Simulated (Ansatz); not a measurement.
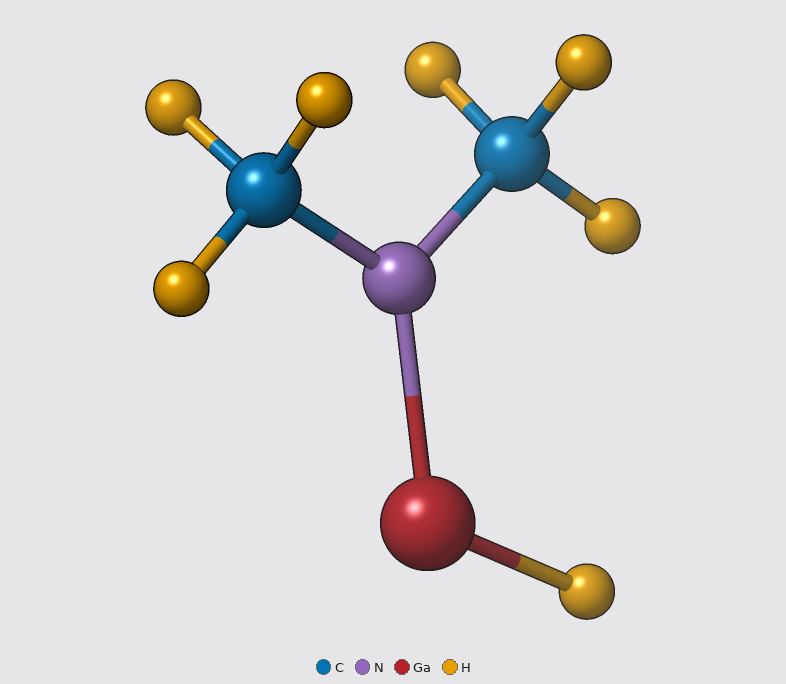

State: neutral, doublet. The computed structure is the end point of a PBE0-D4/def2-TZVP optimisation. No frequency run is at hand to confirm it as a minimum. Program: Ansatz 0.2.0.

Tabulate HOMO energy (eV), dipole (D) at these levels: B3LYP-D4/def2-TZVPP; PBE-D4/def2-TZVPP; r2SCAN-D4/def2-TZVPP; ωB97M-V/def2-TZVPP.

```json
{"level": "B3LYP-D4/def2-TZVPP", "HOMO energy (eV)": "−5.37", "dipole (D)": "0.85"}
{"level": "PBE-D4/def2-TZVPP", "HOMO energy (eV)": "−4.56", "dipole (D)": "1.03"}
{"level": "r2SCAN-D4/def2-TZVPP", "HOMO energy (eV)": "−4.93", "dipole (D)": "1.00"}
{"level": "ωB97M-V/def2-TZVPP", "HOMO energy (eV)": "−7.60", "dipole (D)": "0.72"}
```
